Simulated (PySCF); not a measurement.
## Electronic structure of C₆H₇F₃Si (SMILES CC1=C[SiH2]C(C(F)(F)F)=C1) in real space

Input

```
{"job": {"kind": "nmr", "xc": "PBE0", "basis": "pcSseg-1"}, "charge": 0, "multiplicity": 1}
C     -2.648835     0.201200    -0.256773
C     -1.244381    -0.206424     0.050562
C     -0.869354    -1.320262     0.723072
Si     0.993863    -1.342808     0.835991
C      1.123376     0.281802    -0.105963
C      2.335911     1.050712    -0.485195
F      2.052872     2.180407    -1.144022
F      3.144514     0.325760    -1.269786
F      3.051124     1.390898     0.596780
C     -0.132055     0.668266    -0.402461
H     -3.376118    -0.518058     0.142099
H     -2.868932     1.193545     0.170680
H     -2.802108     0.285208    -1.345576
H     -1.603094    -2.031993     1.108090
H      1.645923    -2.479401     0.121056
H      1.534032    -1.260361     2.224788
H     -0.349152     1.589717    -0.954674
```

Command:

```sh
OMP_NUM_THREADS=1 python probes_run.py task.json out
```

Geometry: PBE0-D3(BJ)/def2-SVP.

All numbers below come from PBE0/pcSseg-1, SCF density, gas phase, non-relativistic in PySCF 2.14.0.

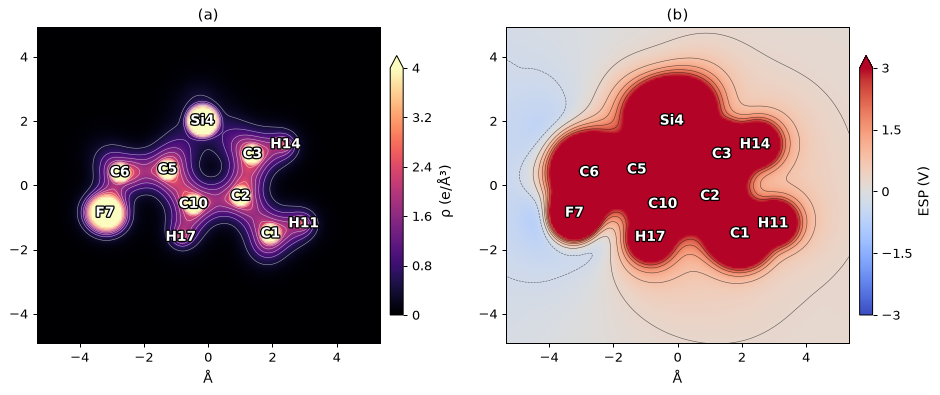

Figure 1. (a) total electron density; (b) electrostatic potential on the plane of atoms C5, C10 and H17.

Interpret the plot.

- The section cuts through C, Si, F and H sites.
- C–F (1.34 Å): ρ is about 2.4 e/Å³ halfway.
- C–C (1.35 Å): ρ at the midpoint is about 2.2 e/Å³.
- C–Si (1.87 Å): ρ is about 0.95 e/Å³ halfway.
- C–H (1.09 Å): ρ at the midpoint is about 1.9 e/Å³.
- C–C (1.49 Å): ρ is about 1.9 e/Å³ halfway.
- Outside the dense part of the molecule the potential is most negative (−0.7 V) near F7.

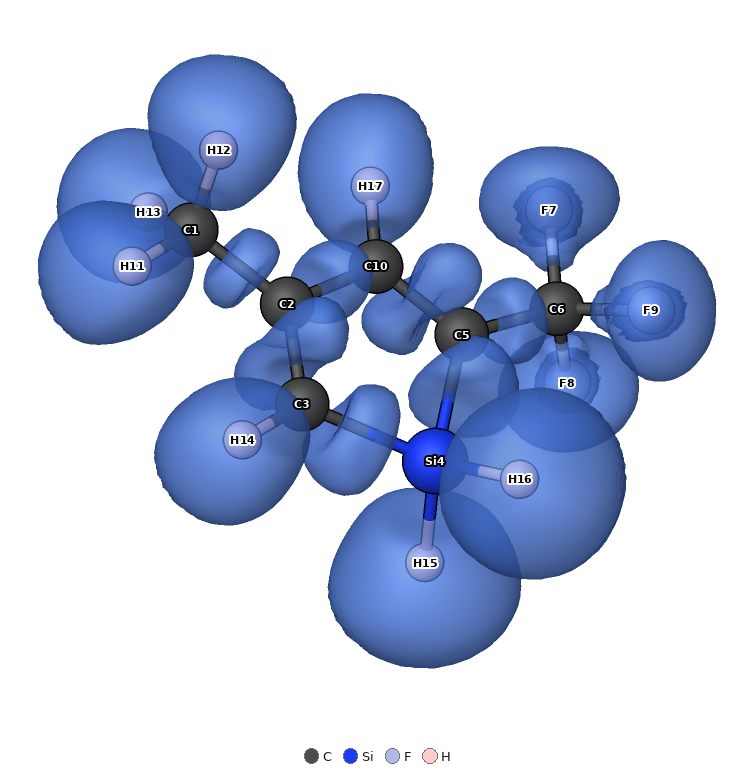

Figure 2. Isosurface of the ELF at 0.75 (blue), seen at a tilt. Core shells and regions of very low density are left out.

Where are the electrons localised?

The ELF exceeds this value in five regions between bonded C–C atoms (shared pairs), two regions between bonded C–Si atoms (shared pairs), seven regions around hydrogen nuclei and three regions on F in which the atom's valence shell and bonds are merged. Along the contacts the grid gives the following. C–F (1.34 Å): the ELF peaks at about 0.85 between the atoms (a shared but strongly polarised pair). C–C (1.35 Å): the ELF peaks at about 0.95 between the atoms (localised, covalent bonding).

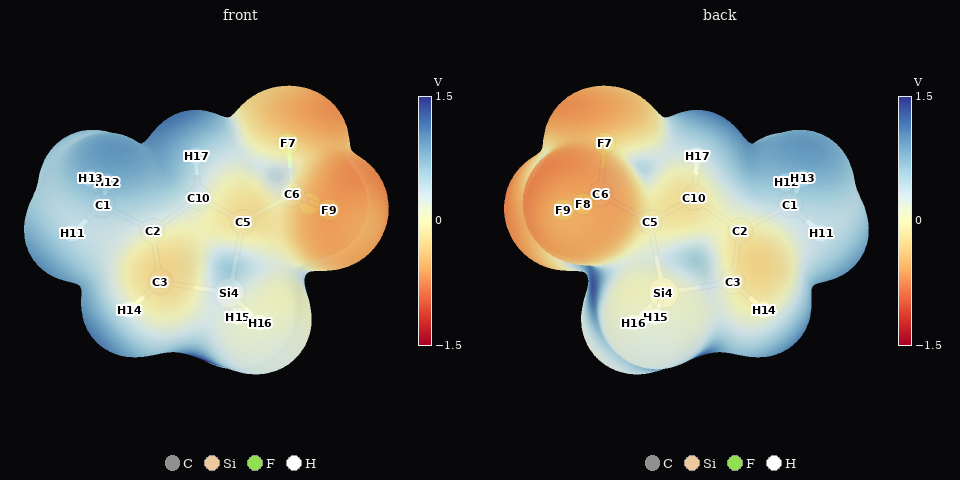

Figure 3. The molecular electrostatic potential painted on the density surface at 0.002 e/bohr³, seen from the front and from behind; the colour scale runs from red (negative) to blue (positive).

Where is the surface potential most negative and most positive?

The most negative region (about −0.7 V) lies over F8 and F9, the most positive (about +1.4 V) over Si4.

What dipole moment does the calculation give?

Its dipole moment is 3.29 D.
